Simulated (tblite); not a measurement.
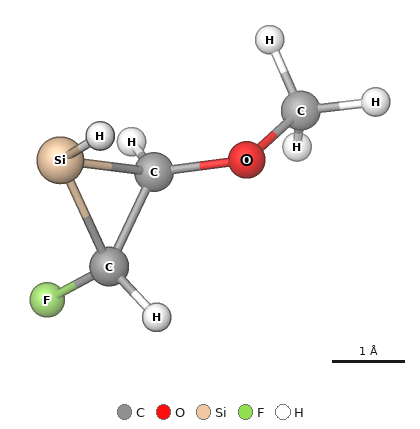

The starting structure (ball-and-stick view, seen at a tilt). Bond lengths as drawn: C–C 1.53 Å, C–F 1.40 Å, C–H 1.10 to 1.11 Å, C–O 1.37 to 1.40 Å, C–Si 1.88 Å and H–Si 1.46 Å.

**Run report: C3H6FOSi, geometry relaxation**

- system: C3H6FOSi, multiplicity 2
- method: GFN2-xTB geometry optimisation, gas phase (tblite 0.8.0)

It belongs to a series of runs on one base structure; here: H removed from Si.

## Log
```
step      E/eV     max force
  0    -540.50139    1.355
  1    -540.59699    0.840
  2    -540.68934    0.801
  3    -540.75973    0.674
  4    -540.79098    0.450
  5    -540.80147    0.217
  6    -540.80734    0.256
  7    -540.81410    0.238
  8    -540.82070    0.213
  9    -540.82585    0.180
 10    -540.82986    0.157
 11    -540.83391    0.176
 12    -540.83863    0.198
 13    -540.84257    0.177
 14    -540.84504    0.154
 15    -540.84700    0.124
 16    -540.84901    0.135
 17    -540.85111    0.124
 18    -540.85280    0.086
 19    -540.85374    0.074
 20    -540.85422    0.056
 21    -540.85456    0.053
 22    -540.85486    0.051
 23    -540.85518    0.060
 24    -540.85558    0.072
 25    -540.85605    0.072
 26    -540.85655    0.070
 27    -540.85704    0.065
 28    -540.85757    0.063
 29    -540.85821    0.070
 30    -540.85894    0.085
 31    -540.85963    0.095
 32    -540.86027    0.092
 33    -540.86099    0.078
 34    -540.86177    0.081
 35    -540.86258    0.077
 36    -540.86338    0.073
 37    -540.86414    0.071
 38    -540.86486    0.074
 39    -540.86564    0.072
 40    -540.86670    0.095
 41    -540.86834    0.115
 42    -540.87049    0.138
 43    -540.87250    0.118
 44    -540.87366    0.099
 45    -540.87344    0.213
 46    -540.87502    0.089
 47    -540.87575    0.060
 48    -540.87779    0.081
 49    -540.87888    0.108
 50    -540.87982    0.109
 51    -540.88127    0.097
 52    -540.88338    0.117
 53    -540.88554    0.137
 54    -540.88820    0.134
 55    -540.89139    0.126
 56    -540.89489    0.148
 57    -540.89492    0.336
 58    -540.89944    0.118
 59    -540.90088    0.080
 60    -540.90273    0.094
 61    -540.90319    0.061
 62    -540.90399    0.049
 63    -540.90448    0.058
 64    -540.90512    0.057
 65    -540.90568    0.054
 66    -540.90608    0.052
 67    -540.90628    0.037
 68    -540.90640    0.025
 69    -540.90648    0.021
 70    -540.90655    0.014
 71    -540.90658    0.012
 72    -540.90659    0.013
 73    -540.90661    0.011
 74    -540.90662    0.011
 75    -540.90665    0.015
 76    -540.90668    0.014
 77    -540.90672    0.012
 78    -540.90674    0.008
```

## Trajectory as extended XYZ (Å, eV, eV/Å), 18 of the 79 frames kept, from step=0 to step=78
```
12
Properties=species:S:1:pos:R:3:forces:R:3 step=0 energy=-540.50139
C     1.8466    0.5348    0.1802    0.5060   0.0710  -0.1010
O     0.5075    0.5874    0.6003    0.7880   0.2240   0.5090
C    -0.3038   -0.2354   -0.1443   -0.1730  -0.4130  -1.1870
Si   -2.0198    0.4165   -0.5538   -0.7220   1.0590  -0.4400
C    -1.4296   -0.9093    0.6431   -0.3260  -0.2770  -0.2300
F    -1.6628   -2.2014    0.1635    0.1960   0.3440   1.0150
H     2.4862    1.2033    0.8003   -0.6390  -0.5540  -0.2220
H     2.2197   -0.5113    0.1969   -0.0010   0.4800   0.1690
H     1.8884    0.8880   -0.8557    0.2380   0.0550  -0.1030
H     0.1489   -0.8102   -0.9763    0.1450  -0.0410   0.9910
H    -2.2432    1.7674   -0.0469   -0.1490  -0.1190   0.1400
H    -1.4368   -0.7304    1.7315    0.1380  -0.8300  -0.5400
12
Properties=species:S:1:pos:R:3:forces:R:3 step=5 energy=-540.80147
C     1.8596    0.5349    0.1511    0.0010  -0.0210   0.0670
O     0.5334    0.5635    0.6064   -0.0990   0.0390  -0.1260
C    -0.3310   -0.1984   -0.1963   -0.0360  -0.1620  -0.0330
Si   -2.0637    0.4842   -0.5988    0.1180   0.0810  -0.0300
C    -1.4683   -0.8832    0.5895   -0.0660  -0.0740   0.0200
F    -1.6473   -2.2087    0.2736    0.0320  -0.0440  -0.1040
H     2.4454    1.1741    0.8061   -0.0210   0.0880   0.0450
H     2.2460   -0.4867    0.2113    0.1500  -0.0530  -0.1090
H     1.9272    0.8993   -0.8801    0.0730  -0.0030   0.0130
H     0.1920   -0.8527   -0.8895   -0.0030  -0.1130   0.0820
H    -2.2749    1.7943   -0.0076   -0.1490   0.0510   0.1500
H    -1.4173   -0.8213    1.6731    0.0010   0.2110   0.0260
12
Properties=species:S:1:pos:R:3:forces:R:3 step=9 energy=-540.82585
C     1.8623    0.5313    0.1535    0.0480   0.0300  -0.0620
O     0.5230    0.5630    0.5799    0.1410  -0.0660   0.0300
C    -0.3370   -0.2206   -0.2034    0.1050  -0.0110   0.0070
Si   -2.0468    0.5108   -0.6081   -0.0060   0.0090   0.0470
C    -1.4862   -0.8853    0.5827    0.0510   0.0990  -0.0360
F    -1.6411   -2.2181    0.2697   -0.0550   0.1140   0.0290
H     2.4308    1.1852    0.8163   -0.0900  -0.0630  -0.0070
H     2.2771   -0.4871    0.1932   -0.0690   0.1130   0.0530
H     1.9496    0.8999   -0.8763    0.0330   0.0260   0.0150
H     0.1985   -0.8917   -0.8662   -0.0520  -0.1150  -0.0640
H    -2.3121    1.8025    0.0312   -0.0360  -0.1690   0.0500
H    -1.4169   -0.7906    1.6661   -0.0700   0.0340  -0.0610
12
Properties=species:S:1:pos:R:3:forces:R:3 step=14 energy=-540.84504
C     1.8754    0.5382    0.1420    0.0450  -0.0060   0.0350
O     0.5401    0.5386    0.5658   -0.0060  -0.0050   0.0050
C    -0.3167   -0.2421   -0.2125   -0.0720  -0.0180  -0.0270
Si   -2.0243    0.5264   -0.6173   -0.0020   0.0140  -0.1530
C    -1.4862   -0.8605    0.5699   -0.0460  -0.0300   0.0320
F    -1.6586   -2.1932    0.2735   -0.0830  -0.0200   0.0310
H     2.4059    1.1890    0.8322    0.0910   0.0410  -0.0080
H     2.2956   -0.4717    0.1917    0.0720  -0.0290  -0.0190
H     1.9799    0.9159   -0.8816   -0.0240   0.0360   0.0160
H     0.1865   -0.9540   -0.8640    0.0060   0.0840  -0.0060
H    -2.3579    1.7614    0.0896    0.0160  -0.0770   0.0410
H    -1.4385   -0.7486    1.6495    0.0040   0.0100   0.0540
12
Properties=species:S:1:pos:R:3:forces:R:3 step=18 energy=-540.85280
C     1.8875    0.5402    0.1434   -0.0270  -0.0110  -0.0050
O     0.5469    0.5253    0.5637    0.0170   0.0190   0.0200
C    -0.3175   -0.2491   -0.2144    0.0420  -0.0130   0.0740
Si   -2.0156    0.5270   -0.6495    0.0010   0.0000   0.0710
C    -1.4968   -0.8509    0.5692   -0.0470   0.0200  -0.0490
F    -1.6879   -2.1853    0.2836   -0.0150   0.0030   0.0370
H     2.4182    1.1967    0.8341   -0.0240  -0.0510  -0.0480
H     2.3165   -0.4690    0.1886    0.0370   0.0670  -0.0400
H     1.9841    0.9302   -0.8782   -0.0040  -0.0250   0.0560
H     0.1817   -0.9564   -0.8712    0.0180   0.0140  -0.0050
H    -2.3680    1.7222    0.1176    0.0080  -0.0370  -0.0260
H    -1.4479   -0.7316    1.6517   -0.0060   0.0140  -0.0830
12
Properties=species:S:1:pos:R:3:forces:R:3 step=23 energy=-540.85518
C     1.8876    0.5402    0.1431    0.0340   0.0050  -0.0050
O     0.5500    0.5194    0.5700    0.0400  -0.0400   0.0190
C    -0.3131   -0.2545   -0.2076   -0.0070   0.0000  -0.0260
Si   -2.0089    0.5280   -0.6535   -0.0010   0.0290  -0.0250
C    -1.5032   -0.8484    0.5620    0.0050  -0.0240   0.0130
F    -1.7014   -2.1838    0.2926    0.0040  -0.0270  -0.0030
H     2.4193    1.1943    0.8320   -0.0020   0.0060   0.0060
H     2.3323   -0.4616    0.1790   -0.0200   0.0040  -0.0140
H     1.9842    0.9339   -0.8754   -0.0440   0.0080   0.0020
H     0.1842   -0.9565   -0.8710    0.0230   0.0010   0.0080
H    -2.3741    1.7071    0.1270   -0.0060   0.0190  -0.0070
H    -1.4557   -0.7187    1.6404   -0.0250   0.0190   0.0310
12
Properties=species:S:1:pos:R:3:forces:R:3 step=28 energy=-540.85757
C     1.8922    0.5410    0.1415   -0.0380  -0.0140   0.0120
O     0.5636    0.4909    0.5939   -0.0430  -0.0080   0.0140
C    -0.3066   -0.2592   -0.2016    0.0070  -0.0200   0.0370
Si   -1.9962    0.5343   -0.6592    0.0340  -0.0130  -0.0010
C    -1.5072   -0.8526    0.5551   -0.0060   0.0440  -0.0050
F    -1.7109   -2.1917    0.3048    0.0400   0.0490   0.0040
H     2.4233    1.1939    0.8315    0.0230   0.0100  -0.0180
H     2.3464   -0.4555    0.1571    0.0370  -0.0240  -0.0150
H     1.9587    0.9440   -0.8752   -0.0180   0.0390   0.0100
H     0.1986   -0.9525   -0.8684   -0.0380  -0.0320  -0.0050
H    -2.3812    1.7044    0.1268    0.0020   0.0100  -0.0180
H    -1.4796   -0.6976    1.6324    0.0000  -0.0400  -0.0150
12
Properties=species:S:1:pos:R:3:forces:R:3 step=32 energy=-540.86027
C     1.8921    0.5387    0.1425    0.0070   0.0210  -0.0120
O     0.5763    0.4525    0.6257    0.0300   0.0050   0.0200
C    -0.2965   -0.2717   -0.1864   -0.0140   0.0340   0.0020
Si   -1.9725    0.5439   -0.6688    0.0130   0.0150  -0.0410
C    -1.5144   -0.8467    0.5493    0.0230  -0.0310   0.0160
F    -1.7079   -2.1886    0.3161   -0.0370  -0.0330  -0.0420
H     2.4322    1.1947    0.8236   -0.0060  -0.0350   0.0090
H     2.3681   -0.4504    0.1259    0.0000   0.0590  -0.0240
H     1.9178    0.9672   -0.8661    0.0050  -0.0050   0.0000
H     0.2024   -0.9603   -0.8655   -0.0620  -0.0260   0.0630
H    -2.3882    1.7042    0.1178    0.0160  -0.0020  -0.0200
H    -1.5082   -0.6841    1.6247    0.0250  -0.0010   0.0270
12
Properties=species:S:1:pos:R:3:forces:R:3 step=37 energy=-540.86414
C     1.8938    0.5441    0.1391   -0.0030   0.0070  -0.0040
O     0.5998    0.4060    0.6663   -0.0170  -0.0020  -0.0360
C    -0.2878   -0.2801   -0.1611    0.0020  -0.0450   0.0260
Si   -1.9370    0.5572   -0.6875   -0.0120  -0.0540   0.0440
C    -1.5230   -0.8433    0.5469   -0.0190   0.0260   0.0040
F    -1.7147   -2.1882    0.3123   -0.0410   0.0540  -0.0050
H     2.4425    1.1883    0.8217    0.0150   0.0350   0.0290
H     2.3965   -0.4273    0.0758    0.0070  -0.0250  -0.0370
H     1.8699    0.9989   -0.8568    0.0110   0.0340  -0.0090
H     0.1855   -0.9872   -0.8376    0.0590  -0.0110   0.0140
H    -2.3907    1.7035    0.0973    0.0170   0.0180  -0.0130
H    -1.5336   -0.6726    1.6221   -0.0180  -0.0380  -0.0120
12
Properties=species:S:1:pos:R:3:forces:R:3 step=41 energy=-540.86834
C     1.8996    0.5548    0.1331   -0.0310  -0.0140   0.0020
O     0.6265    0.3592    0.6973   -0.0230   0.0500   0.0470
C    -0.2755   -0.3040   -0.1291    0.0340   0.0000  -0.0810
Si   -1.9065    0.5557   -0.6928    0.0140   0.0540  -0.0720
C    -1.5380   -0.8363    0.5506    0.0800  -0.0510   0.0400
F    -1.7448   -2.1740    0.3009   -0.0790  -0.0520   0.0110
H     2.4541    1.1885    0.8274   -0.0470  -0.0610  -0.0860
H     2.4227   -0.4025    0.0074   -0.0130   0.0500   0.0040
H     1.8231    1.0441   -0.8454    0.0350   0.0490   0.0520
H     0.1900   -1.0212   -0.8002    0.0430  -0.0430  -0.0170
H    -2.3828    1.7084    0.0661    0.0170   0.0350   0.0100
H    -1.5673   -0.6734    1.6234   -0.0310  -0.0180   0.0920
12
Properties=species:S:1:pos:R:3:forces:R:3 step=46 energy=-540.87502
C     1.8940    0.5666    0.1256   -0.0320   0.0230  -0.0140
O     0.6362    0.3427    0.7136   -0.0130  -0.0220  -0.0660
C    -0.2648   -0.3271   -0.1125   -0.0220  -0.0350   0.0290
Si   -1.8831    0.5512   -0.6958    0.0790  -0.0160   0.0380
C    -1.5399   -0.8381    0.5678   -0.0290   0.0090  -0.0280
F    -1.7929   -2.1632    0.2824   -0.0010  -0.0090   0.0420
H     2.4579    1.1798    0.8240    0.0250   0.0090   0.0430
H     2.4300   -0.3743   -0.0506   -0.0580  -0.0010   0.0190
H     1.7994    1.0975   -0.8282   -0.0330   0.0300  -0.0030
H     0.2067   -1.0639   -0.7610   -0.0040   0.0000  -0.0090
H    -2.3544    1.7318    0.0257    0.0470  -0.0040   0.0050
H    -1.5880   -0.7037    1.6476    0.0410   0.0150  -0.0560
12
Properties=species:S:1:pos:R:3:forces:R:3 step=50 energy=-540.87982
C     1.8838    0.5856    0.1158   -0.0020  -0.0030   0.0410
O     0.6559    0.2957    0.7383   -0.0030   0.0140   0.0270
C    -0.2486   -0.3692   -0.0843    0.0190  -0.0090  -0.0210
Si   -1.8191    0.5578   -0.7010   -0.0710  -0.0210  -0.0800
C    -1.5522   -0.8400    0.5710    0.0520   0.0020  -0.0150
F    -1.8400   -2.1587    0.2865    0.0100   0.0150   0.0220
H     2.4680    1.1686    0.8256   -0.0420   0.0170   0.0220
H     2.4308   -0.3358   -0.1199   -0.0450   0.0200  -0.0690
H     1.7395    1.1684   -0.8035   -0.0180  -0.0490   0.0510
H     0.2175   -1.1125   -0.7291   -0.0080  -0.0310  -0.0040
H    -2.3191    1.7417   -0.0091    0.0670   0.0140   0.0410
H    -1.6152   -0.7024    1.6483    0.0390   0.0310  -0.0140
12
Properties=species:S:1:pos:R:3:forces:R:3 step=55 energy=-540.89139
C     1.8499    0.6157    0.1224   -0.0560  -0.0430  -0.0740
O     0.6559    0.2457    0.7671   -0.0040  -0.0870  -0.0910
C    -0.2249   -0.4323   -0.0702   -0.0860   0.0530  -0.0720
Si   -1.7547    0.5471   -0.7368    0.0180  -0.0770   0.0920
C    -1.5511   -0.8418    0.5666   -0.0450   0.0270   0.0290
F    -1.9020   -2.1521    0.3138    0.0660   0.0470  -0.0390
H     2.4571    1.1554    0.8491   -0.0500  -0.0860  -0.0480
H     2.3798   -0.2749   -0.2395    0.0740   0.0640   0.0750
H     1.6433    1.2596   -0.7428   -0.0110   0.0490   0.0610
H     0.2372   -1.1989   -0.6931    0.0430   0.0440   0.0600
H    -2.1869    1.7607   -0.0393    0.0720  -0.0590  -0.0120
H    -1.6026   -0.6848    1.6413   -0.0220   0.0680   0.0200
12
Properties=species:S:1:pos:R:3:forces:R:3 step=60 energy=-540.90273
C     1.8093    0.6403    0.1135    0.0100   0.0000  -0.0070
O     0.6575    0.1839    0.7773    0.0680   0.0360  -0.0540
C    -0.2153   -0.4909   -0.0650    0.0030  -0.0060   0.0180
Si   -1.6964    0.5215   -0.7607   -0.0490   0.0090   0.0150
C    -1.5580   -0.8390    0.5738   -0.0060   0.0010  -0.0030
F    -1.9574   -2.1329    0.3264    0.0170  -0.0320   0.0170
H     2.4372    1.1208    0.8606    0.0020  -0.0080   0.0130
H     2.3522   -0.1970   -0.3447   -0.0050   0.0740   0.0140
H     1.5483    1.3664   -0.6695    0.0030  -0.0560   0.0380
H     0.2596   -1.2809   -0.6438   -0.0310  -0.0360  -0.0380
H    -2.0367    1.7671   -0.0755    0.0350   0.0080  -0.0080
H    -1.5991   -0.6599    1.6462   -0.0470   0.0090  -0.0070
12
Properties=species:S:1:pos:R:3:forces:R:3 step=64 energy=-540.90512
C     1.8010    0.6495    0.1122    0.0040   0.0120   0.0220
O     0.6651    0.1634    0.7771   -0.0330  -0.0370   0.0060
C    -0.2116   -0.5094   -0.0624   -0.0130   0.0260  -0.0490
Si   -1.6869    0.5138   -0.7673    0.0400  -0.0230   0.0180
C    -1.5599   -0.8397    0.5731   -0.0110  -0.0210   0.0060
F    -1.9628   -2.1349    0.3381   -0.0040  -0.0030   0.0320
H     2.4313    1.1092    0.8696    0.0150   0.0480  -0.0110
H     2.3498   -0.1625   -0.3769    0.0160  -0.0090  -0.0240
H     1.5140    1.3906   -0.6448    0.0420   0.0100   0.0070
H     0.2536   -1.3102   -0.6372   -0.0320   0.0070  -0.0050
H    -1.9820    1.7720   -0.0846    0.0080   0.0120  -0.0060
H    -1.6104   -0.6426    1.6417   -0.0320  -0.0230   0.0040
12
Properties=species:S:1:pos:R:3:forces:R:3 step=69 energy=-540.90648
C     1.8011    0.6533    0.1134   -0.0010  -0.0040  -0.0070
O     0.6702    0.1505    0.7779    0.0200  -0.0010   0.0010
C    -0.2128   -0.5136   -0.0638    0.0080  -0.0040   0.0160
Si   -1.6805    0.5101   -0.7661   -0.0180   0.0100   0.0050
C    -1.5630   -0.8438    0.5748   -0.0130   0.0040   0.0000
F    -1.9670   -2.1391    0.3475   -0.0020  -0.0150  -0.0040
H     2.4343    1.1136    0.8692   -0.0160   0.0020   0.0020
H     2.3540   -0.1476   -0.3910   -0.0010  -0.0020   0.0080
H     1.5092    1.4022   -0.6338    0.0050   0.0070   0.0020
H     0.2432   -1.3196   -0.6375    0.0000  -0.0050  -0.0120
H    -1.9617    1.7777   -0.0944    0.0060   0.0000  -0.0090
H    -1.6257   -0.6446    1.6423    0.0140   0.0080  -0.0010
12
Properties=species:S:1:pos:R:3:forces:R:3 step=73 energy=-540.90661
C     1.7999    0.6540    0.1132    0.0010   0.0010   0.0030
O     0.6712    0.1481    0.7783   -0.0080  -0.0030   0.0020
C    -0.2131   -0.5146   -0.0635   -0.0030  -0.0020  -0.0060
Si   -1.6822    0.5090   -0.7646    0.0020  -0.0010   0.0000
C    -1.5637   -0.8452    0.5753    0.0040  -0.0020   0.0020
F    -1.9664   -2.1413    0.3486   -0.0030   0.0040   0.0030
H     2.4318    1.1141    0.8698   -0.0010   0.0000   0.0050
H     2.3526   -0.1459   -0.3925    0.0110  -0.0010   0.0000
H     1.5075    1.4049   -0.6315   -0.0040   0.0020  -0.0060
H     0.2419   -1.3206   -0.6387   -0.0020   0.0010  -0.0030
H    -1.9539    1.7810   -0.0984   -0.0020   0.0030  -0.0010
H    -1.6244   -0.6443    1.6426    0.0050  -0.0010   0.0010
12
Properties=species:S:1:pos:R:3:forces:R:3 step=78 energy=-540.90674
C     1.8029    0.6517    0.1141    0.0000  -0.0020   0.0010
O     0.6674    0.1520    0.7728    0.0050   0.0000  -0.0030
C    -0.2164   -0.5103   -0.0702    0.0000  -0.0030   0.0000
Si   -1.6922    0.5099   -0.7615    0.0000   0.0060   0.0020
C    -1.5627   -0.8458    0.5756    0.0030   0.0000   0.0000
F    -1.9642   -2.1427    0.3515   -0.0010   0.0030   0.0010
H     2.4270    1.1178    0.8739   -0.0040   0.0010   0.0000
H     2.3617   -0.1528   -0.3782   -0.0030   0.0070   0.0000
H     1.5187    1.3969   -0.6400   -0.0010  -0.0080   0.0020
H     0.2387   -1.3138   -0.6489    0.0000   0.0020   0.0010
H    -1.9635    1.7817   -0.0939    0.0000  -0.0040  -0.0030
H    -1.6163   -0.6452    1.6434    0.0010  -0.0020   0.0000
```

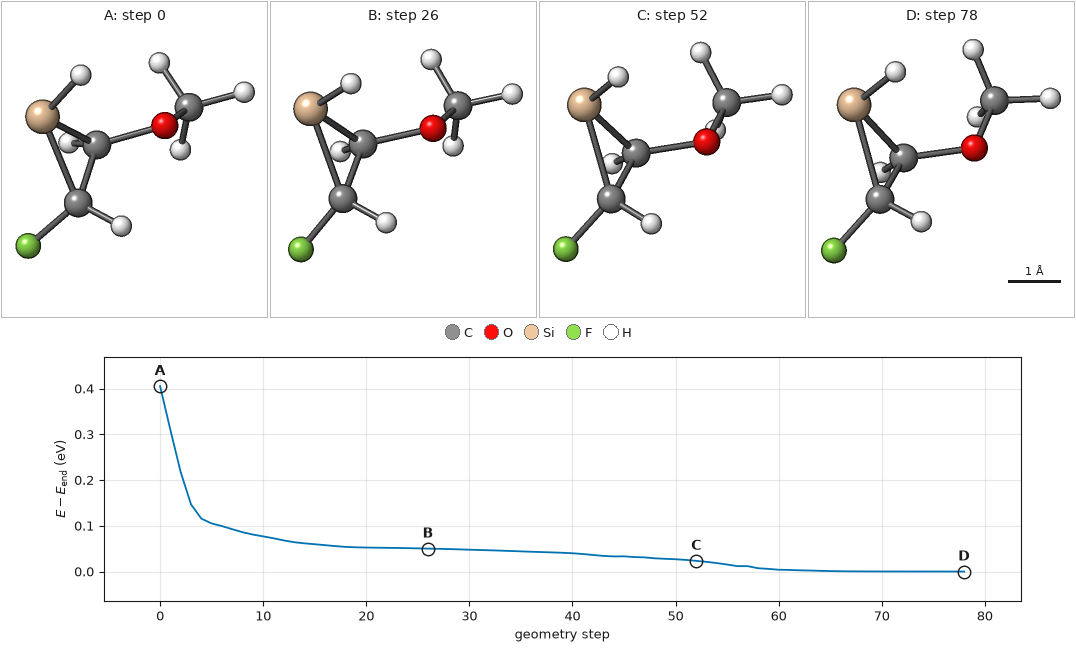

Frames of the relaxation (ball-and-stick view, seen at a tilt) above the curves, on which the letters mark them (steps are counted from 0).

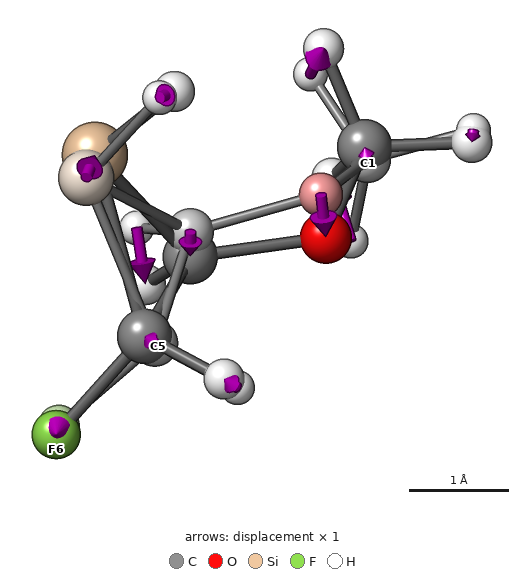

Start (faint) and end (solid) with the displacements as pink arrows, at true length (ball-and-stick view, seen at a tilt). The two geometries are laid on each other by the best rigid fit. H8 moves most after the best rigid fit: 0.70 Å. By element the largest moves are H 0.70 Å, O 0.50 Å, Si 0.39 Å, F 0.35 Å, C 0.30 Å. Among the contacts that change: C3–Si4 1.881 → 1.923 Å, Si4–C5 1.881 → 1.909 Å, C1–H7 1.114 → 1.088 Å, C5–F6 1.398 → 1.376 Å. Among the angles that change: F6–C5–H12 119.2° → 108.6°, C5–Si4–H11 118.6° → 108.1°, Si4–C5–F6 112.4° → 122.4°. After 78 geometry steps the energy has fallen by 0.405 eV. The largest force component goes from 1.2 to 0.008 eV/Å. (Atoms are counted from 1 in the order of the input.)

The run was set up as follows.

## Input
```
{"job": {"kind": "relax", "xc": "GFN2-xTB", "basis": "xTB"}, "charge": 0, "multiplicity": 2}
C      1.846600     0.534800     0.180200
O      0.507500     0.587400     0.600300
C     -0.303800    -0.235400    -0.144300
Si    -2.019800     0.416500    -0.553800
C     -1.429600    -0.909300     0.643100
F     -1.662800    -2.201400     0.163500
H      2.486200     1.203300     0.800300
H      2.219700    -0.511300     0.196900
H      1.888400     0.888000    -0.855700
H      0.148900    -0.810200    -0.976300
H     -2.243200     1.767400    -0.046900
H     -1.436800    -0.730400     1.731500
```

The first line tells a small driver script what to run in tblite; the rest is the geometry in Å.

Launch command:
```bash
OMP_NUM_THREADS=1 python <driver script> task.json out
```

## Key numbers

| quantity | value |
| --- | --- |
| outcome | converged |
| total energy | −540.9067 eV |
| hardware | 1 CPU thread, shared host |
| peak memory | 0.18 GiB |
